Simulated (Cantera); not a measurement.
Feed: 1 mol Cu, 0.055 mol O₂, a varied amount of CO, at 1375 °C and 0.0825 Torr.

These are equilibrium values from Cantera (NASA tables, ideal gas, pure condensed phases), not measurements of a reactor. Candidate condensed phases: C, Cu, CuO, Cu₂O; 15 gas species. Equilibrium is a limit: real reactors are often held back by kinetics, nucleation or transport.

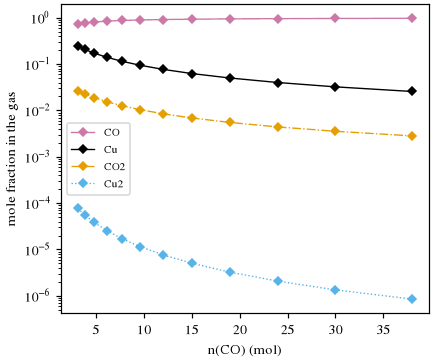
Fig. 1. Equilibrium gas composition (values under 1e-9 drawn at 1e-9)

From 3.1 mol CO to 38 mol CO nothing is condensed. The main Cu-bearing gas is Cu throughout.
